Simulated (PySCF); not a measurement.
# C5H8Cl2O3: the cost of one run

Computed with PySCF 2.14.0 and routines of our own; the level stands in each step. Atoms count from 0.

## (1) The starting structure

18 atoms, charge 0, multiplicity 1; geometry from: GFN2-xTB.

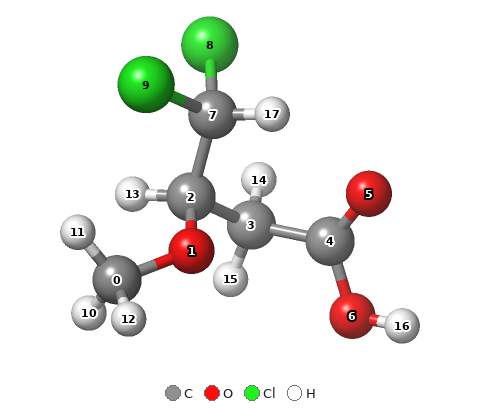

The starting geometry (carbon grey, oxygen red, chlorine green, hydrogen white).

## (2) Vibronic structure: TDDFT HF/def2-SV(P)

What the job is given:

```
{"job": {"kind": "vib", "xc": "HF", "basis": "def2-SV(P)", "tda": false}, "charge": 0, "multiplicity": 1}
C     -2.322867    -0.404955     0.428591
O     -0.915068    -0.404963     0.531749
C     -0.239500     0.515598    -0.294062
C      0.866313    -0.238605    -1.058488
C      1.709286    -1.044135    -0.094425
O      2.342266    -0.593213     0.821310
O      1.678454    -2.343241    -0.383218
C      0.367424     1.629557     0.572176
Cl     1.179812     2.828321    -0.449093
Cl    -0.897374     2.440968     1.511025
H     -2.644076    -0.688083    -0.580044
H     -2.750303     0.567590     0.686769
H     -2.668230    -1.151521     1.140249
H     -0.928682     0.968863    -1.019355
H      1.501313     0.475685    -1.582870
H      0.410863    -0.923425    -1.772423
H      2.202229    -2.851702     0.257047
H      1.099382     1.223578     1.273404
```

Method: TDDFT HF/def2-SV(P) vertical-gradient vibronic structure (displaced harmonic oscillators, Condon), gas phase.

Run with:

```sh
$ OMP_NUM_THREADS=1 python excited_run.py task.json out
```

The driver reads the jobs from task.json and runs them one after another.

Q: Estimate the wall time and peak memory of this first job on 1 thread of Arm Neoverse V2, shared host.

About 30 s, with a peak of 0.84 GiB.
